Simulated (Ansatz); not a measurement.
**GeH$_{4}$F$_{2}$: frequency calculation**

The run: frequency calculation of GeH$_{4}$F$_{2}$. Method and program: RKS PBE/def2-SVP (Ansatz 0.2.0).

It belongs to a series of runs on one base structure; here: vibrations at the highest image of the band. Figures and captions count atoms from 1; the log counts them from 0 in places.

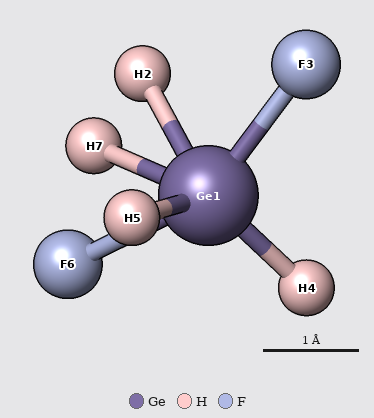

The structure (ball-and-stick view, seen at a tilt; atoms are numbered from 1 in the order of the input). Sticks mark near contacts. Bond lengths as drawn: F–Ge 1.78 to 2.02 Å and Ge–H 1.54 to 1.88 Å.

Summary:

```json
{"quantity": "outcome", "value": "converged"}
{"quantity": "total energy", "value": "−61990.9971 eV"}
{"quantity": "mean-field energy", "value": "−61990.9971 eV"}
{"quantity": "largest force (length of the vector)", "value": "0.029 eV/Å"}
{"quantity": "hardware", "value": "1 thread of Arm Neoverse V1, 24 GiB of memory available, shared host"}
{"quantity": "wall time", "value": "50 s"}
{"quantity": "peak memory", "value": "0.11 GiB"}
```

The input:
```yaml
crystal:
  periodic: [false, false, false]
  atoms:
    - { symbol: Ge, position_ang: [-0.267161, 0.002681, -0.100086] }
    - { symbol: H, position_ang: [0.039241, -0.026962, 1.707456] }
    - { symbol: F, position_ang: [1.511204, 0.013223, -0.092585] }
    - { symbol: H, position_ang: [-0.580113, 1.366082, -0.74132] }
    - { symbol: H, position_ang: [-0.577514, -1.371185, -0.71919] }
    - { symbol: F, position_ang: [-1.984763, 0.024077, 0.967638] }
    - { symbol: H, position_ang: [-0.904593, -0.007918, 1.667988] }
basis:
  gaussian: { orbitals: def2-SVP }
hamiltonian:
  xc: pbe
phonons: {}
```

Launched with:
```bash
ansatz run input.yaml --threads 1 --pin off --max-ram 2048MiB --backend cpu --events-out ev --progress --plain --runs-dir out
```

Output:
```
Engine: ansatz 0.2.0, aarch64-unknown-linux-gnu
Functional definition: PBE
  parameter kappa = 0.804
  parameter beta = 0.06672455060314922
  exchange = pbe_x(kappa = kappa, mu = beta*pi^2/3)
  correlation = pbe_c(beta = beta)
879 factors; their error is unknown
mean field evaluation 1: about -61987.5023 eV, gradient 5.0e1 eV
mean field evaluation 2: about -61964.2361 eV, gradient 1.3e2 eV
mean field evaluation 4: about -61991.0150 eV, gradient 5.4e0 eV
mean field evaluation 8: about -61990.9971 eV, gradient 1.1e-1 eV
mean field -61990.99708106 eV, -2278.1271237219 hartree, gradient 7.0e-5 eV, S^2 0.000000; 0 other end points of the search recorded, 0 dependent functions left out
the calculation of the forces begins
reference -61990.99710972 eV, -2278.1271247752 hartree; 27, 27 occupied and 53, 53 virtual orbitals, 879 factors
these checks for a lower state are left out or cut short: stability, starts, cluster_reference, orbital_swaps, neighbouring_geometries, increment
879 factors; their error is unknown
mean field evaluation 16: about -61990.9969 eV, gradient 2.2e-1 eV
mean field -61990.99694393 eV, -2278.1271186825 hartree, gradient 1.2e-6 eV, S^2 0.000000; 0 other end points of the search recorded, 0 dependent functions left out
[... from here on the field's lines of each further geometry are left out, up to the last ...]
the calculation of the forces begins
reference -61990.99706888 eV, -2278.1271232742 hartree; 27, 27 occupied and 53, 53 virtual orbitals, 879 factors
these checks for a lower state are left out or cut short: stability, starts, cluster_reference, orbital_swaps, neighbouring_geometries, increment
879 factors; their error is unknown
mean field -61990.99707475 eV, -2278.1271234902 hartree, gradient 1.9e-6 eV, S^2 0.000000; 0 other end points of the search recorded, 0 dependent functions left out
the calculation of the forces begins
reference -61990.99710341 eV, -2278.1271245433 hartree; 27, 27 occupied and 53, 53 virtual orbitals, 879 factors
WARN: phonons: modes at or below zero, which the zero-point energy, F, S and C_V leave out: 1, the lowest at -898.76 cm⁻¹. A minimum has none, and a first-order saddle one
Total energy: -61990.99710972 eV, -2278.1271247752 hartree
Atom 0 at    -0.267161     0.002681    -0.100086 Å, force    -0.017700     0.001699    -0.013473 eV/Å
Atom 1 at     0.039241    -0.026962     1.707456 Å, force     0.005118     0.002994     0.012040 eV/Å
Atom 2 at     1.511204     0.013223    -0.092585 Å, force    -0.000110    -0.002334     0.003659 eV/Å
Atom 3 at    -0.580113     1.366082    -0.741320 Å, force     0.002824     0.000501     0.000171 eV/Å
Atom 4 at    -0.577514    -1.371185    -0.719190 Å, force     0.000653     0.000189    -0.001994 eV/Å
Atom 5 at    -1.984763     0.024077     0.967638 Å, force     0.027639    -0.004715     0.006524 eV/Å
Atom 6 at    -0.904593    -0.007918     1.667988 Å, force    -0.018425     0.001667    -0.006927 eV/Å
Dipole moment:    -0.104577    -0.008145    -0.065942 e Å
Vibrations: -898.76 103.17 248.44 508.87 579.17 656.31 756.03 759.54 890.11 970.02 1083.94 1630.19 2121.49 2160.47 2282.03 cm⁻¹, zero-point energy 0.914369 eV
```

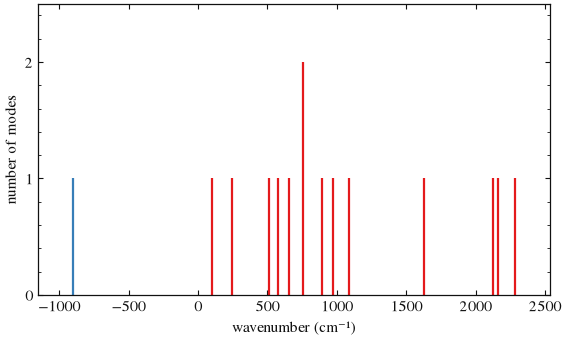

Harmonic vibrational wavenumbers from the force constants; neighbouring modes closer than 14 cm⁻¹ are counted in one stick, and imaginary ones are drawn at negative wavenumbers. 15 modes from 899i to 2282 cm⁻¹, 1 imaginary beyond 8i (899i cm⁻¹): a first-order saddle point, if the geometry is stationary.
